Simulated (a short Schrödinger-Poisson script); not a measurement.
Stack: gated Al0.4Ga0.6N/GaN polarisation-induced gas, at 77 K.

```csv
layer,material,thickness (nm),Na (cm⁻³)
1,Al0.4Ga0.6N,30,-
2,GaN,6000,4e15
```

Constants are typed, rounded textbook-type inputs, not results; the design itself was drawn at random and stands for no fabricated device. Al0.4Ga0.6N: permittivity 9.26, conduction-band edge (eV) 0.58, gap (eV) 4.258, electron mass (mₑ) 0.248, Nv at 300 K (cm⁻³) 4.6e19. GaN: permittivity 9.5, conduction-band edge (eV) 0, gap (eV) 3.43, Nv at 300 K (cm⁻³) 4.6e19.

Channel valleys (confinement mass, in-plane density-of-states mass, number): Γ 0.2, 0.2, 1. At the gate the conduction-band edge of layer 1 lies 1.36 eV − eVg above the Fermi level of the channel; the field vanishes at the back. Sheet of polarisation charge: +2e13 e/cm² at 30 nm from the gate. The barrier under the gate holds no holes. Gaps are held at their typed values at every temperature. Mesh 0.08 nm at interfaces.

Solved with a short Schrödinger-Poisson script written for these runs: 1D Poisson equation in equilibrium, electrons quantum, Hartree plus LDA exchange-correlation (BenDaniel-Duke, 40 states a valley, the channel's in-plane mass for all, wave functions free to enter the barrier), parabolic valleys, classical holes, full ionisation, no traps, pinning or gate leakage.

Only gate voltages with over 1e8 electrons/cm² are shown.

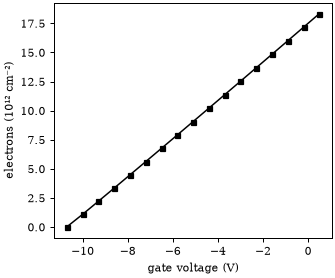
Figure: Sheet density against gate voltage

| Vg (V) | electrons (cm⁻²) | in the channel layer | C (μF/cm²) | Γ E0 (meV) | Γ E1 (meV) |
|---|---|---|---|---|---|
| 0.5 | 1.83e13 | 1.67e13 | 0.267 | -198.8 | -20.4 |
| -0.2 | 1.72e13 | 1.58e13 | 0.267 | -187.8 | -17.3 |
| -0.9 | 1.60e13 | 1.48e13 | 0.266 | -176.5 | -14.3 |
| -1.6 | 1.48e13 | 1.38e13 | 0.266 | -165.2 | -11.4 |
| -2.3 | 1.37e13 | 1.28e13 | 0.265 | -153.7 | -8.5 |
| -3 | 1.25e13 | 1.18e13 | 0.265 | -142.0 | -5.5 |
| -3.7 | 1.14e13 | 1.08e13 | 0.265 | -130.2 | -2.3 |
| -4.4 | 1.02e13 | 9.77e12 | 0.264 | -118.2 | 1.1 |
| -5.1 | 9.06e12 | 8.72e12 | 0.263 | -105.9 | 5.1 |
| -5.8 | 7.91e12 | 7.65e12 | 0.263 | -93.4 | 9.9 |
| -6.5 | 6.77e12 | 6.57e12 | 0.262 | -80.4 | 15.7 |
| -7.2 | 5.62e12 | 5.49e12 | 0.261 | -67.1 | 22.2 |
| -7.9 | 4.48e12 | 4.40e12 | 0.261 | -53.5 | 28.7 |
| -8.6 | 3.35e12 | 3.30e12 | 0.260 | -40.0 | 34.6 |
| -9.3 | 2.21e12 | 2.19e12 | 0.258 | -26.4 | 39.5 |
| -10 | 1.09e12 | 1.09e12 | 0.255 | -12.1 | 43.4 |
| -10.7 | 1.27e10 | 1.26e10 | 0.157 | 25.0 | 64.3 |

Subbands count from the Fermi level.
